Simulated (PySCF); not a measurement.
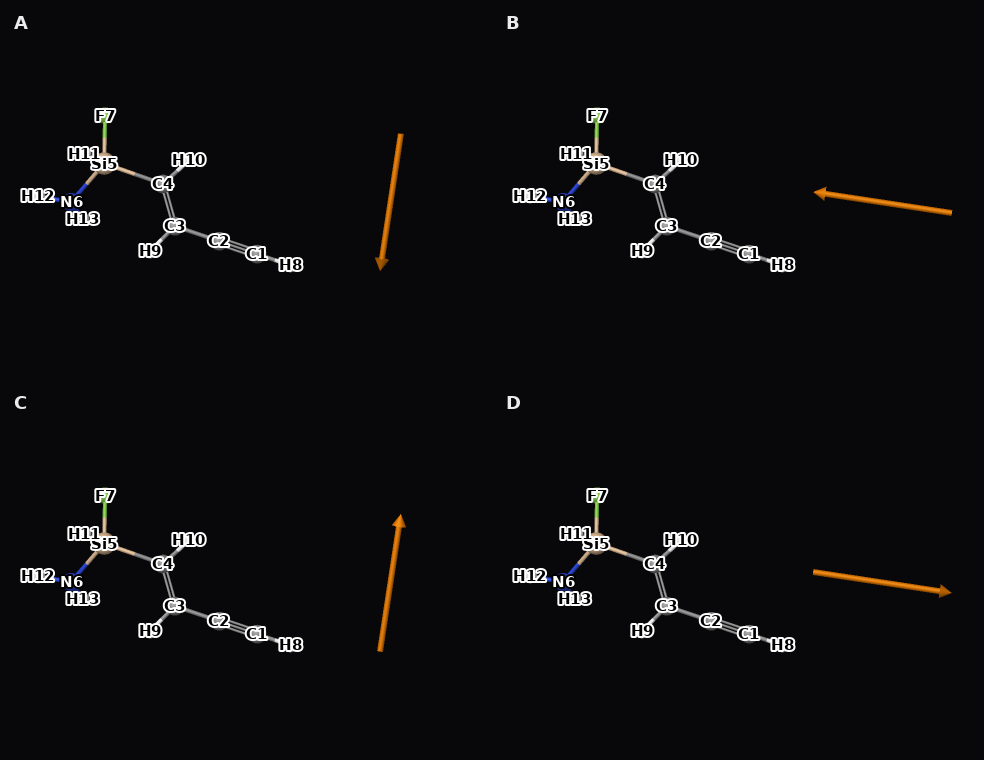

The same molecule four times, each with an arrow. Computed geometry: GFN2-xTB optimisation. No frequency run is at hand to confirm it as a minimum. Method: ωB97X-D/def2-SVPD, gas phase (PySCF 2.14.0).

**Which arrow points along the dipole moment, from the negative to the positive end?**

A. The dipole moment is 1.79 D; it points from the side of F7 to the side of H9 (the outermost atoms at the two ends).

The geometry is semi-empirical. Around Si such bond lengths and angles can be off by a tenth of an ångström or more and by several degrees, and values that hang on the shape move with them.
